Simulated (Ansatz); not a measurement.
The calculation's input:

```
crystal:
  periodic: [false, false, false]
  atoms:
    - {symbol: C, position_ang: [1.139857, -0.106252, -4.226757]}
    - {symbol: C, position_ang: [0.397273, -0.081577, -2.935015]}
    - {symbol: C, position_ang: [0.830879, 0.512585, -1.813087]}
    - {symbol: C, position_ang: [0.133556, 0.557982, -0.532038]}
    - {symbol: C, position_ang: [-1.146338, -0.022106, -0.241706]}
    - {symbol: C, position_ang: [-1.546022, 0.182449, 1.048078]}
    - {symbol: C, position_ang: [0.652431, 1.188390, 0.579699]}
    - {symbol: S, position_ang: [-0.383495, 1.081116, 1.941026]}
    - {symbol: H, position_ang: [2.100213, 0.425201, -4.154138]}
    - {symbol: H, position_ang: [1.345323, -1.140804, -4.550848]}
    - {symbol: H, position_ang: [0.551619, 0.359914, -5.035624]}
    - {symbol: H, position_ang: [-0.572910, -0.593064, -2.923478]}
    - {symbol: H, position_ang: [1.802521, 1.020298, -1.836128]}
    - {symbol: H, position_ang: [-1.746799, -0.571036, -0.967690]}
    - {symbol: H, position_ang: [-2.467505, -0.148628, 1.525136]}
    - {symbol: H, position_ang: [1.604505, 1.712897, 0.653610]}
basis:
  gaussian: {orbitals: def2-SVPD}
hamiltonian: {xc: pbe0}
output: {forces: true, orbitals: {seedname: orbitals}}
```

Run with:

```sh
ansatz run input.yaml --threads 4 --pin off --max-ram 7830MiB --events-out events.jsonl --progress --plain --runs-dir runs
```

Geometry: PBE0-D3(BJ)/def2-SVP.

Method: isolated molecule in a Gaussian basis; Kohn-Sham density functional theory, functional PBE0 (Ansatz 0.2.0).

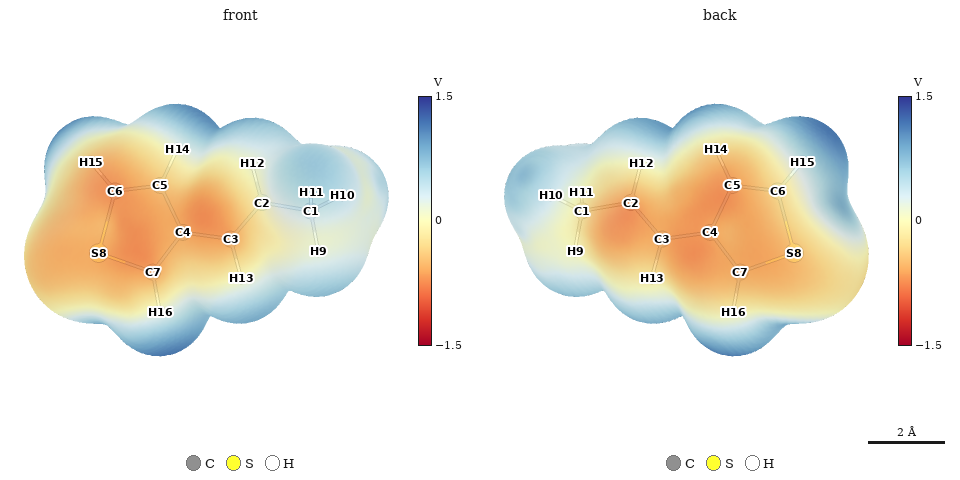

C7H8S (SMILES C/C=C/c1ccsc1). The electrostatic potential painted on the density surface at 0.002 e/bohr³, seen from the front and from behind; red is negative and blue positive.

### Where is the surface potential most negative and most positive?

The most negative region (about −0.7 V) lies over the π face of the C atoms, the most positive (about +1.1 V) over H15 and H16.

### How polar is the molecule by this calculation?

Its dipole moment is 0.98 D.
